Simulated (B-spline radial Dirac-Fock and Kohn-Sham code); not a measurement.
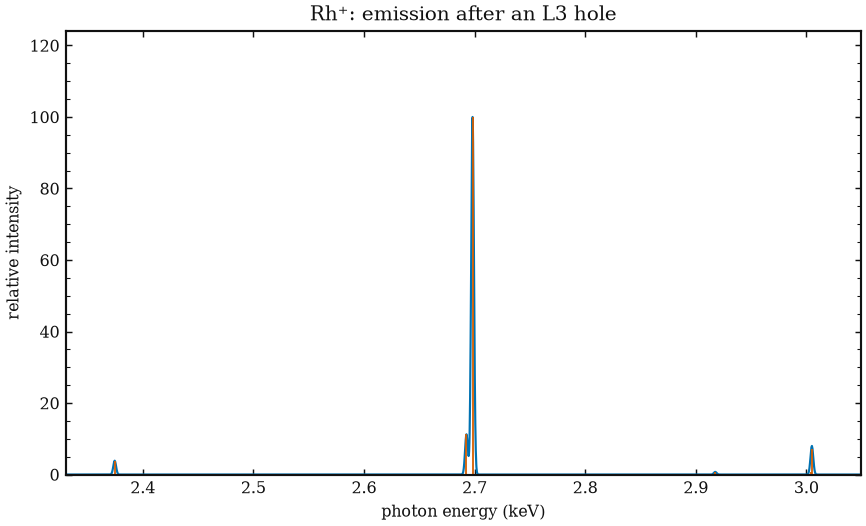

Fig. 1. X-ray emission lines that fill an L3 (2p3/2) hole, broadened by a Gaussian of 3.0 eV full width. Multiplet splitting by the open shell is left out. Species: rhodium in charge state +1 (Rh⁺) ([Kr] 4d8), inside a Watson sphere of charge −1 and radius 1.6 Å that stands in for a crystal. Method: independent-particle rates on relativistic LDA orbitals of the hole state (multipoles to L = 3), energies from Dirac–Fock ΔSCF (computed with a B-spline radial atomic code).

The strongest line is L3-M5 (Lα1) at 2.6982 keV with 80.7 % of the photons, then L3-M4 (Lα2) at 2.6926 keV (9.1 %), L3-N5 (Lβ2) at 3.0050 keV (5.8 %), L3-M1 (Ll) at 2.3746 keV (3.1 %), L3-N4 at 3.0045 keV (0.66 %). The hole has a width of 1.97 eV and a fluorescence yield of 0.0485.
